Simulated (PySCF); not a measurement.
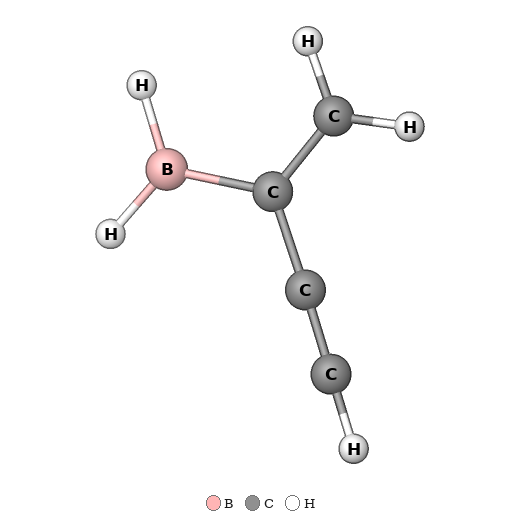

Computed geometry: PBE0-D3(BJ)/def2-SVP optimisation. No frequency run is at hand to confirm it as a minimum. Program: PySCF 2.14.0.

Compare polarisability (bohr³), dipole (D), HOMO–LUMO gap (eV) at these levels: B3LYP/def2-SVPD; BHandHLYP/def2-SVPD; LDA/def2-SVPD; PBE/def2-SVPD; PBE0/6-31G*; PBE0/def2-TZVPD.

| level | polarisability (bohr³) | dipole (D) | HOMO–LUMO gap (eV) |
| --- | --- | --- | --- |
| B3LYP/def2-SVPD | 65.0 | 1.15 | 4.60 |
| BHandHLYP/def2-SVPD | 63.2 | 1.16 | 6.95 |
| LDA/def2-SVPD | 67.0 | 1.18 | 2.99 |
| PBE/def2-SVPD | 66.3 | 1.17 | 3.05 |
| PBE0/6-31G* | 51.8 | 1.19 | 5.02 |
| PBE0/def2-TZVPD | 65.9 | 1.15 | 4.99 |
